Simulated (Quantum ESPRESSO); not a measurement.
# TePb (Fm-3m): Raman and infrared activity, part 2 of 3

Aim: Raman and infrared lines of TePb (Fm-3m).

Quantum ESPRESSO 8.0 development, patched; DFT LDA, scalar-relativistic, plane waves, PseudoDojo norm-conserving pseudopotentials.

So far. Step 2 (A first look): A gap of 0.66 eV opens on this mesh, so the crystal is taken as an insulator; the start stands at -1.7 GPa. Step 4 (Self-consistent run for the response): The cell stands at -0.0030 GPa, close enough for phonons. The relaxed cell has a = 6.380 Å (conventional setting).

## (5) Linear response at Γ

At q = 0 one unit cell holds all displacements; symmetry groups them into irreducible representations that are solved one by one. The response to a field gives ε∞ and the Born charges, which polar modes need. Third-order response adds the Raman tensors.

ph.in

```
phonons
&INPUTPH
  prefix = 'x'
  outdir = './tmp'
  fildyn = 'g.dyn'
  tr2_ph = 1.0d-18
  epsil  = .true.
  lraman = .true.
  elop   = .true.
/
0.000000000000 0.000000000000 0.000000000000
```

Started as:

```bash
> OMP_NUM_THREADS=1 mpirun -n 4 ph.x -nk 4 -in ph.in > ph.out
```

The program printed:

```text
[banners, grids, parts of the stress and lines that vanish by symmetry left out]
[banner, memory and clock lines left out]
Program PHONON v.8.0dev

     Dynamical matrices for q-points given in input
     (   1q-points):
       N         xq(1)         xq(2)         xq(3)
       1   0.000000000   0.000000000   0.000000000

     ./tmp/x.save/

     IMPORTANT: XC functional enforced from input :
     Exchange-correlation= PW
                           (   1   4   0   0   0   0   0)
     Any further DFT definition will be discarded
     Please, verify this is what you really want

     G-vector sticks info

     Reading collected, re-writing distributed wavefunctions in ./tmp/

     Number and degeneracy of irreps per q-point
       N         xq(1)         xq(2)         xq(3)   N irreps
       1   0.000000000   0.000000000   0.000000000       2
        3   3

     Calculation of q =    0.0000000   0.0000000   0.0000000

     phonons

     bravais-lattice index     =            0
     lattice parameter (alat)  =       8.5257  a.u.
     unit-cell volume          =     438.2047 (a.u.)^3
     number of atoms/cell      =            2
     number of atomic types    =            2
     kinetic-energy cut-off    =      82.0000  Ry
     charge density cut-off    =     328.0000  Ry
     convergence threshold     =      1.0E-18
     beta                      =       0.7000
     number of iterations used =            4
     Exchange-correlation= PW
                           (   1   4   0   0   0   0   0)

     celldm(1)=    8.52571  celldm(2)=    0.00000  celldm(3)=    0.00000
     celldm(4)=    0.00000  celldm(5)=    0.00000  celldm(6)=    0.00000

     crystal axes: (cart. coord. in units of alat)
               a(1) = ( -0.7071  0.0000  0.7071 )
               a(2) = (  0.0000  0.7071  0.7071 )
               a(3) = ( -0.7071  0.7071  0.0000 )

     reciprocal axes: (cart. coord. in units 2 pi/alat)
               b(1) = ( -0.7071 -0.7071  0.7071 )
               b(2) = (  0.7071  0.7071  0.7071 )
               b(3) = ( -0.7071  0.7071 -0.7071 )

     Atoms inside the unit cell:

     Cartesian axes

     site n.  atom      mass           positions (alat units)
        1  Te    127.6000   tau(    1) = (   -0.70711    0.70711    0.70711  )
        2  Pb    207.2000   tau(    2) = (    0.00000    0.00000    0.00000  )

     Computing dynamical matrix for
                    q = (   0.0000000   0.0000000   0.0000000 )

     49 Sym.Ops. (with q -> -q+G )

     G cutoff =  603.9145  (  43895 G-vectors)     FFT grid: ( 50, 50, 50)
     number of k points=    29
                       cart. coord. in units 2pi/alat
        k(    1) = (   0.0000000   0.0000000   0.0000000), wk =   0.0039062
        k(    2) = (  -0.0883883   0.0883883  -0.0883883), wk =   0.0312500
        k(    3) = (  -0.1767767   0.1767767  -0.1767767), wk =   0.0312500
        [... further k-points left out ...]

     PseudoPot. # 1 for Te read from file:
     ./pseudo/Te.upf
     Pseudo is Norm-conserving + core correction, Zval = 16.0

     PseudoPot. # 2 for Pb read from file:
     ./pseudo/Pb.upf
     Pseudo is Norm-conserving + core correction, Zval = 14.0

     Mode symmetry, O_h (m-3m)  point group:

     Electric field:
     Dielectric constant
     Born effective charges as d Force / d E
     Raman tensor
     Electro-optic tensor

     Atomic displacements:
     There are    2 irreducible representations

     Representation     1      3 modes -  To be done

     Representation     2      3 modes -  To be done

     Alpha used in Ewald sum =   2.8000

     Electric Fields Calculation

     The passes end when |ddv_scf|^2 is under  4.4E-20 (on this mesh; tr2_ph alone asks  1.0E-18)

      iter #   1   av.it.:   7.8
      thresh= 1.000E-02 alpha_mix =  0.700 |ddv_scf|^2 =  3.162E-07

      [... iterations left out ...]
      iter #   9   av.it.:  14.1
      thresh= 1.635E-10 alpha_mix =  0.700 |ddv_scf|^2 =  1.133E-20

     End of electric fields calculation

          Dielectric constant in cartesian axis

          (      34.583386867       0.000000000       0.000000000 )
          (       0.000000000      34.583386867      -0.000000000 )
          (       0.000000000      -0.000000000      34.583386867 )

          Effective charges (d Force / dE) in cartesian axis without acoustic sum rule applied (asr)

           atom    1  Te    Mean Z*:       -5.90122
      Ex  (       -5.90122       -0.00000       -0.00000 )
      Ey  (       -0.00000       -5.90122        0.00000 )
      Ez  (       -0.00000        0.00000       -5.90122 )
           atom    2  Pb    Mean Z*:        5.84562
      Ex  (        5.84562       -0.00000       -0.00000 )
      Ey  (       -0.00000        5.84562       -0.00000 )
      Ez  (        0.00000        0.00000        5.84562 )

          Effective charges Sum: Mean:       -0.05560
             -0.05560       -0.00000       -0.00000
             -0.00000       -0.05560        0.00000
             -0.00000        0.00000       -0.05560

          Effective charges (d Force / dE) in cartesian axis with asr applied:
           atom    1  Te    Mean Z*:       -5.87342
      E*x (       -5.87342       -0.00000       -0.00000 )
      E*y (       -0.00000       -5.87342        0.00000 )
      E*z (       -0.00000        0.00000       -5.87342 )
           atom    2  Pb    Mean Z*:        5.87342
      E*x (        5.87342        0.00000        0.00000 )
      E*y (        0.00000        5.87342       -0.00000 )
      E*z (        0.00000       -0.00000        5.87342 )

     Calling punch_plot_e
     Writing on file  drho

     Computing Pc [DH,Drho] |psi>

     Derivative coefficient:  0.001000    Threshold: 1.00E-12
     Message from routine dhdrhopsi:
     some bands at k + dk did not converge to eth_ns: the Raman tensors may be inaccurate, compare with a run at another eth_ns or dek
     Non-scf  u_k: avg # of iterations = 18.1
     Non-scf Du_k: avg # of iterations = 36.3

          Dielectric constant from finite-differences

          (      34.576478174       0.000000000       0.000000000 )
          (       0.000000000      34.576478174      -0.000000000 )
          (       0.000000000       0.000000000      34.576478174 )

              Electro-optic tensor is defined as
            the derivative of the dielectric tensor
              with respect to one electric field
                 units are Rydberg a.u.

            to obtain the static chi^2 multiply by 1/2

            to convert to pm/Volt multiply per 2.7502

          Electro-optic tensor in cartesian axis:

          (      -0.000000000       0.000000000      -0.000000000 )
          (      -0.000000000       0.000000000      -0.000000000 )
          (      -0.000000000       0.000000000      -0.000000000 )

          (       0.000000000       0.000000000      -0.000000000 )
          (      -0.000000000       0.000000000      -0.000000000 )
          (       0.000000000       0.000000000      -0.000000000 )

          (      -0.000000000      -0.000000000       0.000000000 )
          (      -0.000000000      -0.000000000      -0.000000000 )
          (      -0.000000000      -0.000000000       0.000000000 )

          Electro-optic tensor: contribution #   1

          (      -0.000000000      -0.000000000      -0.000000000 )
          (      -0.000000000      -0.000000000      -0.000000000 )
          (       0.000000000       0.000000000      -0.000000000 )

          (      -0.000000000       0.000000000      -0.000000000 )
          (      -0.000000000      -0.000000000      -0.000000000 )
          (       0.000000000      -0.000000000       0.000000000 )

          (       0.000000000      -0.000000000       0.000000000 )
          (      -0.000000000      -0.000000000       0.000000000 )
          (       0.000000000       0.000000000      -0.000000000 )

          Electro-optic tensor: contribution #   2

          (       0.000000000      -0.000000000       0.000000000 )
          (      -0.000000000      -0.000000000       0.000000000 )
          (       0.000000000      -0.000000000       0.000000000 )

          (      -0.000000000       0.000000000       0.000000000 )
          (      -0.000000000      -0.000000000      -0.000000000 )
          (       0.000000000      -0.000000000       0.000000000 )

          (       0.000000000      -0.000000000       0.000000000 )
          (       0.000000000       0.000000000       0.000000000 )
          (      -0.000000000      -0.000000000      -0.000000000 )

     Computing Second order response

      iter #   1   av.it.:  13.9
      thresh= 1.000E-02 alpha_mix =  0.700 |ddv_scf|^2 =  4.212E-04

      [... iterations left out ...]
      iter #  13   av.it.:  14.8
      thresh= 3.450E-11 alpha_mix =  0.700 |ddv_scf|^2 =  5.615E-21

          Raman tensor (au^-1) in cartesian axis

           atom      1
          (       0.000000000      -0.000000000       0.000000000 )
          (      -0.000000000      -0.000000000      -0.000000000 )
          (       0.000000000      -0.000000000       0.000000000 )

          (       0.000000000      -0.000000000       0.000000000 )
          (       0.000000000      -0.000000000       0.000000000 )
          (       0.000000000       0.000000000       0.000000000 )

          (      -0.000000000      -0.000000000       0.000000000 )
          (      -0.000000000      -0.000000000      -0.000000000 )
          (      -0.000000000      -0.000000000       0.000000000 )

           atom      2
          (      -0.000000000       0.000000000       0.000000000 )
          (       0.000000000       0.000000000       0.000000000 )
          (       0.000000000       0.000000000       0.000000000 )

          (      -0.000000000       0.000000000      -0.000000000 )
          (       0.000000000       0.000000000      -0.000000000 )
          (      -0.000000000      -0.000000000       0.000000000 )

          (      -0.000000000       0.000000000       0.000000000 )
          (       0.000000000       0.000000000       0.000000000 )
          (      -0.000000000      -0.000000000      -0.000000000 )

     Raman tensor (A^2)

     atom #    1    pol.  1
      0.118465373757E-18     -0.429798712014E-18      0.125821863282E-18
     -0.866786374454E-19     -0.949185149464E-19     -0.598266891382E-19
      0.943854359953E-19     -0.122455850476E-18      0.121237384303E-18
     atom #    1    pol.  2
      0.356157662629E-18     -0.493478800427E-19      0.206042630006E-18
      0.442303221124E-19     -0.109783802268E-18      0.229437180544E-18
[...]
atom #    1    pol.  3
[...]
atom #    2    pol.  1
[...]
atom #    2    pol.  2
[...]
atom #    2    pol.  3
[...]
-0.311927340517E-19     -0.935782021551E-19     -0.116972752694E-18

     Representation #   1 modes #   1   2   3

     Self-consistent Calculation

     The passes end when |ddv_scf|^2 is under  4.4E-20 (on this mesh; tr2_ph alone asks  1.0E-18)

      iter #   1   av.it.:   8.1
      thresh= 1.000E-02 alpha_mix =  0.700 |ddv_scf|^2 =  1.388E-06

      [... iterations left out ...]
      iter #   9   av.it.:  13.9
      thresh= 2.496E-10 alpha_mix =  0.700 |ddv_scf|^2 =  4.165E-20

     End of self-consistent calculation

     Convergence has been achieved

     Representation #   2 modes #   4   5   6

     Self-consistent Calculation

     The passes end when |ddv_scf|^2 is under  4.4E-20 (on this mesh; tr2_ph alone asks  1.0E-18)

      iter #   1   av.it.:   8.7
      thresh= 1.000E-02 alpha_mix =  0.700 |ddv_scf|^2 =  2.202E-06

      [... iterations left out ...]
      iter #   9   av.it.:  14.4
      thresh= 1.922E-10 alpha_mix =  0.700 |ddv_scf|^2 =  4.084E-20

     End of self-consistent calculation

     Convergence has been achieved

     Number of q in the star =    1
     List of q in the star:
          1   0.000000000   0.000000000   0.000000000

          Dielectric constant in cartesian axis

          (      34.583386867       0.000000000       0.000000000 )
          (       0.000000000      34.583386867      -0.000000000 )
          (       0.000000000      -0.000000000      34.583386867 )

          Effective charges (d Force / dE) in cartesian axis without acoustic sum rule applied (asr)

           atom    1  Te    Mean Z*:       -5.90122
      Ex  (       -5.90122       -0.00000       -0.00000 )
      Ey  (       -0.00000       -5.90122        0.00000 )
      Ez  (       -0.00000        0.00000       -5.90122 )
           atom    2  Pb    Mean Z*:        5.84562
      Ex  (        5.84562       -0.00000       -0.00000 )
      Ey  (       -0.00000        5.84562       -0.00000 )
      Ez  (        0.00000        0.00000        5.84562 )

          Effective charges Sum: Mean:       -0.05560
             -0.05560       -0.00000       -0.00000
             -0.00000       -0.05560        0.00000
             -0.00000        0.00000       -0.05560

          Effective charges (d Force / dE) in cartesian axis with asr applied:
           atom    1  Te    Mean Z*:       -5.87342
      E*x (       -5.87342       -0.00000       -0.00000 )
      E*y (       -0.00000       -5.87342        0.00000 )
      E*z (       -0.00000        0.00000       -5.87342 )
           atom    2  Pb    Mean Z*:        5.87342
      E*x (        5.87342        0.00000        0.00000 )
      E*y (        0.00000        5.87342       -0.00000 )
      E*z (        0.00000       -0.00000        5.87342 )

     Diagonalizing the dynamical matrix

     q = (    0.000000000   0.000000000   0.000000000 )

 **************************************************************************
     freq (    1) =       0.032005 [THz] =       1.067572 [cm-1]
     freq (    2) =       0.032005 [THz] =       1.067572 [cm-1]
     freq (    3) =       0.032005 [THz] =       1.067572 [cm-1]
     freq (    4) =       1.345348 [THz] =      44.875970 [cm-1]
     freq (    5) =       1.345348 [THz] =      44.875970 [cm-1]
     freq (    6) =       1.345348 [THz] =      44.875970 [cm-1]
 **************************************************************************

     Mode symmetry, O_h (m-3m)  point group:

     freq (   1-   3) =          1.1  [cm-1]   --> T_1u G_15  G_4- I
     freq (   4-   6) =         44.9  [cm-1]   --> T_1u G_15  G_4- I
```

The job ended after 42 min (4 MPI ranks of AMD EPYC (Zen 3), shared host).

Read from the output:

* miss of the charge sum rule: 0.05560 e
* largest acoustic frequency at the zone centre before the sum rule: 1.07 cm⁻¹
* highest optical zone-centre mode (no LO-TO term): 44.88 cm⁻¹
* lowest optical zone-centre mode: 44.88 cm⁻¹
* mean high-frequency dielectric constant: 34.58
* largest Born charge in size (third of the trace): 5.901 e

Born charge (rows field, columns displacement), before the sum rule (e), principal values of the symmetric part by kind of site:

```
atom  atoms with these values    low  middle   high   mean
 Te1                        1  -5.90   -5.90  -5.90  -5.90
 Pb2                        1   5.85    5.85   5.85   5.85
```

In full for Te1:

```
-5.90  0.00  0.00
 0.00 -5.90  0.00
 0.00  0.00 -5.90
```

High-frequency dielectric tensor:

```
34.58  0.00  0.00
 0.00 34.58  0.00
 0.00  0.00 34.58
```

The acoustic modes at Γ come out as far as 1.1 cm⁻¹ from zero, where they should vanish, a small numerical error; the Born charges miss their sum rule by 0.056 e, too much: mesh or cutoff is short for the field response.

## (6) Zone-centre analysis

A rigid shift of the crystal must cost nothing, but grids and finite bases break this; the acoustic sum rule is imposed before the matrix is diagonalised again. With Born charges the intensities follow, and the static dielectric tensor.

dynmat.in

```
&INPUT
  fildyn = 'g.dyn'
  asr    = 'simple'
  fileig = 'dynmat.eig'
  lperm  = .true.
/
```

Started as:

```bash
> dynmat.x -in dynmat.in > dynmat.out
```

The program printed:

```text
[banner, memory and clock lines left out]
Program DYNMAT v.8.0dev

     Reading Dynamical Matrix from file g.dyn
     ...Force constants read
     ...epsilon and Z* read
     ...Raman cross sections read
     A direction for q was not specified:TO-LO splitting will be absent

     Polarizability (A^3 units)
     multiply by 0.082004 for Clausius-Mossotti correction (not under assume_isolated = 'mt')
       173.538178    0.000000    0.000000
         0.000000  173.538178   -0.000000
         0.000000   -0.000000  173.538178

     IR activities are in (D/A)^2/amu units

# mode   [cm-1]    [THz]      IR
    1      0.00    0.0000    0.0000
    2      0.00    0.0000    0.0000
    3      0.00    0.0000    0.0000
    4     44.84    1.3441   10.0785
    5     44.84    1.3441   10.0785
    6     44.84    1.3441   10.0785

Electronic dielectric permittivity tensor (relative, adimensional)
        34.583387    0.000000    0.000000
         0.000000   34.583387   -0.000000
         0.000000   -0.000000   34.583387

 ... with zone-center polar mode contributions
       199.259461    0.000000    0.000000
         0.000000  199.259461    0.000000
         0.000000    0.000000  199.259461
```

It took 0.88 s on 1 thread.

This step gave:

```
highest optical zone-centre mode (no LO-TO term) : 44.84 cm⁻¹
lowest optical zone-centre mode                  : 44.84 cm⁻¹
mean static dielectric constant                  : 199.3
```

Unit eigenvectors of the mass-weighted matrix after the sum rule; no LO-TO term. The modes at Γ (shares of kinetic energy by element, %):

```csv
mode,frequency (cm⁻¹),symmetry,Te %,Pb %
1,0.0,acoustic,38,62
2,0.0,acoustic,38,62
3,0.0,acoustic,38,62
4,44.8,T1u,62,38
5,44.8,T1u,62,38
6,44.8,T1u,62,38
```

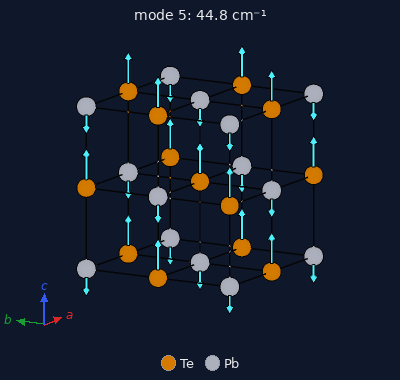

Displacement patterns of mode 5 at Γ; arrows are exaggerated. Some periodic images of atoms are drawn too.

(Part 2 of 3 ends here.)

[Host names and launcher messages were left out of these logs when they were recorded.]

[Logs are printed without paths, hosts, clocks, repeated set-up lines and the standing remarks that a program may print on its own settings, such as how far it seeks lower states.]

[Hosts, paths, dates, database ids (printed as entryN), source tags and the programs' standing remarks are cut or masked in the printed files.]
